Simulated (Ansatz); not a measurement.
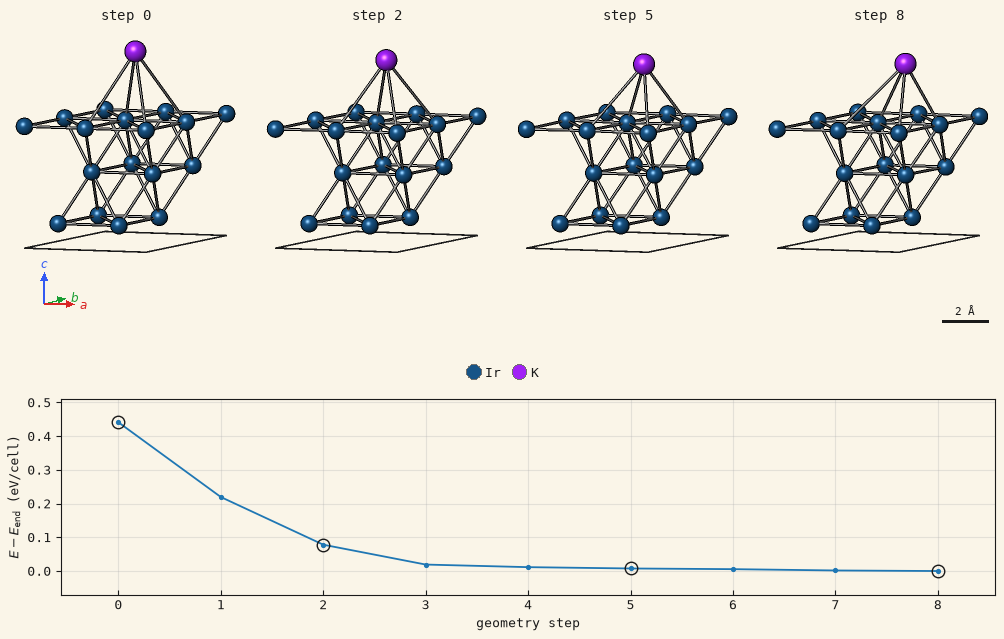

Frames of a constrained relaxation of a slab of composition KIr₁₂, marked on the history of the run. The picture is a ball-and-stick view of the cell of the calculation, outlined in the plane, without the vacuum, seen from a free direction.

It is K on Ir(111), set down by a guess. The run prepares an end point of a later path (adatom hop) calculation, from a guessed geometry. 4 atoms are held fixed.

The calculation used DFT PBEsol, scalar-relativistic, plane waves, PAW in Ansatz. (plane-wave cutoff 420 eV; k-point mesh 4 × 4 × 1; occupations gaussian; smearing width 0.1 eV; no spin polarisation; atoms relaxed in a fixed cell; force threshold 0.03 eV/Å; at most 60 steps)

What happens along the run?

Answer. The energy falls by 0.441 eV per cell of the calculation in 8 geometry steps. The largest force component goes from 0.88 to 0.015 eV/Å. The forces were under the threshold at step 5, but the run went on from there. The largest move is that of the K atom, 1.06 Å at 54° to the normal (−c side). By element the largest moves are K 1.06 Å, Ir 0.12 Å. The lattice vectors keep their values. Some distances before and after: Ir–K 4.108 → 3.227 Å, Ir–K 3.637 → 3.226 Å, Ir–K 3.542 → 3.228 Å, Ir–K 4.033 → 4.197 Å. Among the angles between lasting bonds that change: Ir–K–Ir 70.6° → 77.7°. From step 0 to 2: the K atom moves most (0.39 Å), energy −0.363 eV per cell of the calculation. From step 2 to 5: the K atom moves most (0.44 Å), energy −70.5 meV per cell of the calculation. From step 5 to 8: the K atom moves most (0.49 Å), energy −7.6 meV per cell of the calculation.

Limits of the set-up: the periodic images lie only 5.4 Å apart, so the values are limited by the cell's size.
